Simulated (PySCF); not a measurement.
# SnTe (SMILES [Sn][Te]) at 5 levels

We compute a comparison of 5 runs (B2PLYP/STO-6G, M06-2X/STO-6G, PBE0/STO-6G, CCSDT/STO-6G, CISD/STO-6G) of SnTe. 

Program for the calculation: PySCF 2.14.0.

2 further runs of the same task are left out: 2 set aside as unsound or not needed.

### Step 1. The system as given

The species is SnTe (2 atoms), meant as a singlet with charge 0. As SMILES, `[Sn][Te]`. The shape comes from GFN2-xTB, which is rough for such elements, and wasn't checked as a minimum.

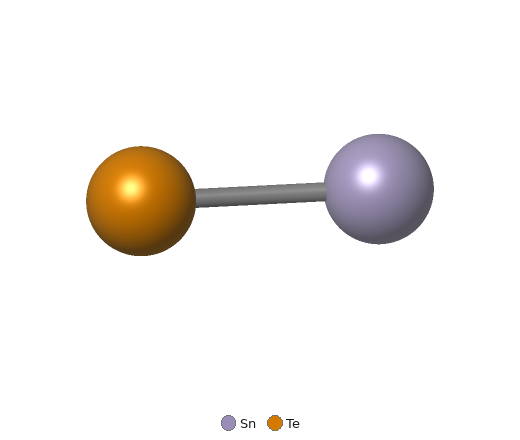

Viewed from a chosen angle; tin purple, tellurium orange.

### Step 2. A single-point energy at B2PLYP/STO-6G (run 1)

The input, run.py:

```python
# SnTe
from pyscf import gto, dft, mp

system = gto.M(
    atom=[
    ('Sn', (0.000000, 0.000000, 0.000000)),
    ('Te', (0.000000, 0.000000, 2.536770)),
],
    verbose=4,
    max_memory=1860,
    charge=0,
    basis='sto-6g',
)

ks = dft.RKS(system, xc='0.53*HF + 0.47*B88, 0.73*LYP')
ks.conv_tol = 1e-10
ks.grids.level = 5
ks.kernel()
if not ks.converged:
    ks = ks.newton().run(ks.mo_coeff, ks.mo_occ)

pt = mp.MP2(ks, frozen=36).run()
energy = ks.e_tot + 0.27 * pt.e_corr
print('PT2 part  %.8f' % (0.27 * pt.e_corr))
print('Final energy', energy)
```

Started as:

```console
$ OMP_NUM_THREADS=1 python run.py
```

Log:

```text
PySCF version 2.14.0

[INPUT] num. atoms = 2
[INPUT] num. electrons = 102
[INPUT] charge = 0
[INPUT] spin (= nelec alpha-beta = 2S) = 0
[INPUT] symmetry False subgroup None
[INPUT] Mole.unit = angstrom
[INPUT] Symbol           X                Y                Z      unit          X                Y                Z       unit  Magmom
[INPUT]  1 Sn     0.000000000000   0.000000000000   0.000000000000 AA    0.000000000000   0.000000000000   0.000000000000 Bohr   0.0
[INPUT]  2 Te     0.000000000000   0.000000000000   2.536770000000 AA    0.000000000000   0.000000000000   4.793800541013 Bohr   0.0

nuclear repulsion = 542.367163121608
number of shells = 22
number of NR pGTOs = 324
number of NR cGTOs = 54
basis = sto-6g
ecp = {}

[... 51 lines left out ...]
converged SCF energy = -12578.4059331731
[... 1 line left out ...]
******** <class 'pyscf.mp.mp2.RMP2'> ********
nocc = 15, nmo = 18
frozen orbitals 36
E(RMP2) = -12578.4985878149  E_corr = -0.0926546417879712
E(SCS-RMP2) = -12578.4987619437  E_corr = -0.0928287705856629
E_corr(same-spin) = -0.0211809225691183
E_corr(oppo-spin) = -0.0714737192188529
PT2 part  -0.02501675
Final energy -12578.430949926396
```

Wall time 9.9 s (1 thread of Arm Neoverse V1, shared host); peak memory 0.31 GiB.

### Step 3. The energy at M06-2X/STO-6G (run 2)

The input, geometry.xyz:

```xyz
2
SnTe
Sn     0.000000     0.000000     0.000000
Te     0.000000     0.000000     2.536770
```

The input, job.py:

```python
from pyscf import gto, dft

molecule = gto.Mole()
molecule.atom = 'geometry.xyz'
molecule.basis = 'sto-6g'
molecule.verbose = 4
molecule.max_memory = 1860
molecule.spin = 0
molecule.build()

ks = dft.RKS(molecule, xc='m06-2x')
ks.grids.level = 5
ks.conv_tol = 1e-10
ks.kernel()
if not ks.converged:
    ks = ks.newton().run(ks.mo_coeff, ks.mo_occ)

e_final = ks.e_tot
print('E = %.10f Eh' % e_final)
```

Started as:

```console
$ OMP_NUM_THREADS=1 python job.py
```

Log:

```text
PySCF version 2.14.0

[INPUT] num. atoms = 2
[INPUT] num. electrons = 102
[INPUT] charge = 0
[INPUT] spin (= nelec alpha-beta = 2S) = 0
[INPUT] symmetry False subgroup None
[INPUT] Mole.unit = angstrom
[INPUT] Symbol           X                Y                Z      unit          X                Y                Z       unit  Magmom
[INPUT]  1 Sn     0.000000000000   0.000000000000   0.000000000000 AA    0.000000000000   0.000000000000   0.000000000000 Bohr   0.0
[INPUT]  2 Te     0.000000000000   0.000000000000   2.536770000000 AA    0.000000000000   0.000000000000   4.793800541013 Bohr   0.0

nuclear repulsion = 542.367163121608
number of shells = 22
number of NR pGTOs = 324
number of NR cGTOs = 54
basis = sto-6g
ecp = {}

[... 50 lines left out ...]
converged SCF energy = -12579.9513282502
E = -12579.9513282502 Eh
```

Run time: 13 s. Hardware: 1 thread of Arm Neoverse V1, shared host; peak memory 0.31 GiB.

Runs 3 to 4 aren't shown in full; the table further down has their settings and results.

### Step 4. A single-point energy at CISD/STO-6G (run 5)

The input, run.py:

```python
from pyscf import gto, scf, ci

system = gto.M(
    atom=[
    ('Sn', (0.000000, 0.000000, 0.000000)),
    ('Te', (0.000000, 0.000000, 2.536770)),
],
    max_memory=1860,
    basis='sto-6g',
    verbose=4,
    spin=0,
)

myscf = scf.RHF(system)
myscf.conv_tol = 1e-10
myscf.kernel()
if not myscf.converged:
    myscf = myscf.newton().run(myscf.mo_coeff, myscf.mo_occ)

cisd = ci.CISD(myscf, frozen=36)
cisd.kernel()
energy = cisd.e_tot
print('Final energy', energy)
```

Started as:

```console
$ OMP_NUM_THREADS=1 python run.py
```

Log:

```text
PySCF version 2.14.0

[INPUT] num. atoms = 2
[INPUT] num. electrons = 102
[INPUT] charge = 0
[INPUT] spin (= nelec alpha-beta = 2S) = 0
[INPUT] symmetry False subgroup None
[INPUT] Mole.unit = angstrom
[INPUT] Symbol           X                Y                Z      unit          X                Y                Z       unit  Magmom
[INPUT]  1 Sn     0.000000000000   0.000000000000   0.000000000000 AA    0.000000000000   0.000000000000   0.000000000000 Bohr   0.0
[INPUT]  2 Te     0.000000000000   0.000000000000   2.536770000000 AA    0.000000000000   0.000000000000   4.793800541013 Bohr   0.0

nuclear repulsion = 542.367163121608
number of shells = 22
number of NR pGTOs = 324
number of NR cGTOs = 54
basis = sto-6g
ecp = {}

******** <class 'pyscf.scf.hf.RHF'> ********
method = RHF
initial guess = minao
damping factor = 0
level_shift factor = 0
DIIS = <class 'pyscf.scf.diis.CDIIS'>
diis_start_cycle = 1
diis_space = 8
diis_damp = 0
SCF conv_tol = 1e-10
SCF conv_tol_grad = None
SCF max_cycles = 50
direct_scf = True
direct_scf_tol = 1e-13
Set gradient conv threshold to 1e-05
Initial guess from minao.
init E= -12542.9752468277
  HOMO = -0.671851195722837  LUMO = -0.456259852478327  gap/eV = 5.86654
cycle= 1 E= -12574.9890415812  delta_E=  -32  |g|= 0.367  |ddm|= 2.17
  HOMO = -0.146829491670332  LUMO = 0.0940208894076233  gap/eV = 6.55387
cycle= 2 E= -12575.0141072786  delta_E= -0.0251  |g|= 0.321  |ddm|= 1.73
  HOMO = -0.200672983158909  LUMO = 0.133838931407761  gap/eV = 9.10253
cycle= 3 E= -12575.074776374  delta_E= -0.0607  |g|= 0.0353  |ddm|= 0.829
  HOMO = -0.206372464546041  LUMO = 0.133197874540672  gap/eV = 9.24018
cycle= 4 E= -12575.0756835438  delta_E= -0.000907  |g|= 0.00597  |ddm|= 0.117
  HOMO = -0.206722033307976  LUMO = 0.132402382897482  gap/eV = 9.22805
cycle= 5 E= -12575.0757278524  delta_E= -4.43e-05  |g|= 0.00193  |ddm|= 0.0311
  HOMO = -0.206638600481349  LUMO = 0.132383587234329  gap/eV = 9.22526
cycle= 6 E= -12575.0757338265  delta_E= -5.97e-06  |g|= 0.000365  |ddm|= 0.0133
  HOMO = -0.206576000488263  LUMO = 0.132350364631048  gap/eV = 9.22266
cycle= 7 E= -12575.0757339833  delta_E= -1.57e-07  |g|= 1.8e-05  |ddm|= 0.00238
  HOMO = -0.206580135785918  LUMO = 0.132353049102006  gap/eV = 9.22284
cycle= 8 E= -12575.0757339835  delta_E= -2.26e-10  |g|= 2.67e-06  |ddm|= 6.18e-05
  HOMO = -0.206579101496647  LUMO = 0.132351989965308  gap/eV = 9.22278
cycle= 9 E= -12575.0757339835  delta_E= -1.82e-12  |g|= 4.69e-07  |ddm|= 1.59e-05
  HOMO = -0.206579309198191  LUMO = 0.132352206572991  gap/eV = 9.22280
Extra cycle  E= -12575.0757339835  delta_E= -1.46e-11  |g|= 1.89e-07  |ddm|= 1.52e-06
converged SCF energy = -12575.0757339835

******** <class 'pyscf.ci.cisd.RCISD'> ********
CISD nocc = 15, nmo = 18
frozen orbitals 36
max_cycle = 50
direct = 0
conv_tol = 1e-09
max_cycle = 50
max_space = 12
lindep = 0
nroots = 1
Init t2, MP2 energy = -0.0585837350225438
RCISD converged
E(RCISD) = -12575.14041497956  E_corr = -0.06468099606300148
Final energy -12575.140414979558
```

Wall time 6.3 s (1 thread of Arm Neoverse V1, shared host); peak memory 0.12 GiB.

### Step 5. All runs side by side

| run | level | frozen core orbitals | integration grid | energy (Eh) | dipole moment (D) of the reference | HOMO energy (eV) | LUMO energy (eV) | wall time |
| --- | --- | --- | --- | --- | --- | --- | --- | --- |
| 1 | B2PLYP/STO-6G | 36 | 5 | -12578.430950 | 3.54 | -4.63 | 1.58 | 9.9 s |
| 2 | M06-2X/STO-6G | – | 5 | -12579.951328 | 3.28 | -4.87 | 1.01 | 13 s |
| 3 | PBE0/STO-6G | – | 5 | -12578.908734 | 3.14 | -4.04 | 0.33 | 11 s |
| 4 | CCSDT/STO-6G | 36 | – | -12575.150723 | 4.33 | -5.62 | 3.60 | 8.4 s |
| 5 | CISD/STO-6G | 36 | – | -12575.140415 | 4.33 | -5.62 | 3.60 | 6.3 s |

### Step 6. Summary of results

| quantity | value |
| --- | --- |
| run 5: total energy | -12575.14041 Eh |
| run 5: dipole moment (Hartree–Fock density) | 4.33 D |
| run 5: HOMO energy (Hartree–Fock orbitals) | -5.62 eV |
| run 5: LUMO energy (Hartree–Fock orbitals) | 3.60 eV |
| run 5: HOMO–LUMO gap (Hartree–Fock orbitals) | 9.22 eV |
| run 5: correlation energy (36 core orbitals frozen) | -64.7 mEh |

What this shows: Over runs 1, 2, 3 the dipole moment (its size) runs from 3.14 D (PBE0/STO-6G) to 3.54 D (B2PLYP/STO-6G). A double hybrid's value is that of its SCF part. Over runs 1, 2, 3 the HOMO–LUMO gap runs from 4.37 eV (PBE0/STO-6G) to 6.21 eV (B2PLYP/STO-6G). Totals of different functionals can't be ranked against each other. In runs 1, 2, 3, 4, 5 the basis is minimal, so the values are rough. In runs 1, 2, 3, 4, 5 relativity is left out where basis or elements ask for it. All runs together took 48 s, the longest 13 s.
